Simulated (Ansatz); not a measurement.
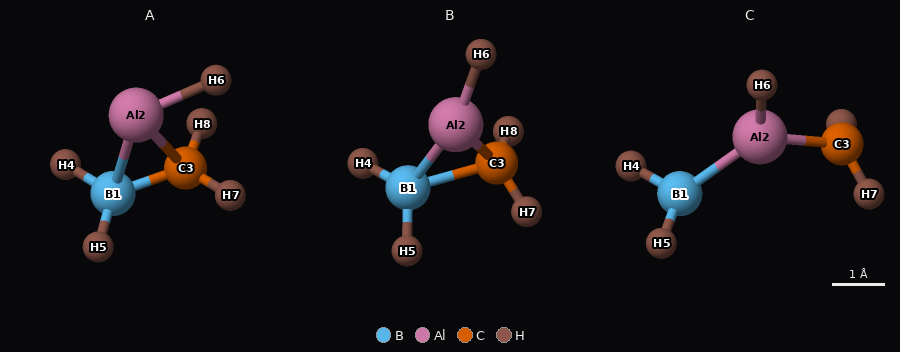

3 geometries from one relaxation of CH5AlB (charge −1), in shuffled order. A ball-and-stick model, seen from a free direction.

The run prepares an end point of a later path (torsion) calculation, from a guessed geometry.

The calculation used Ansatz, RKS PBE/def2-SVP. Settings: no spin polarisation; force threshold 0.015 eV/Å; at most 40 steps.

Order the frames from highest to lowest energy.

C, B, A. They are steps 0, 8, 18, at +247.4 kJ/mol, +69.6 kJ/mol relative to the last. Over 18 geometry steps the energy falls by 247.4 kJ/mol. Largest force component: 1.5 eV/Å at the start, 0.0046 eV/Å at the end. C3 moves most after the best rigid fit: 1.19 Å. Largest moves by element: C 1.19 Å, H 1.14 Å, Al 1.02 Å, B 0.73 Å. Near-neighbour distances that change, for instance: B1–C3 3.317 → 1.495 Å, Al2–C3 1.896 → 2.337 Å, B1–Al2 2.013 → 2.387 Å, Al2–H6 1.651 → 1.693 Å. New bonds form: B1–C3 (3.32 → 1.50 Å). Among the angles between lasting bonds that change: B1–Al2–C3 116.1° → 36.9°, C3–Al2–H6 116.8° → 80.7°, Al2–B1–H4 120.0° → 102.2°. Cost: 38 s on 1 thread of Arm Neoverse V1, on a shared host, peak memory 0.14 GiB.

Limits of the set-up: the basis has no diffuse functions, which an anion needs.
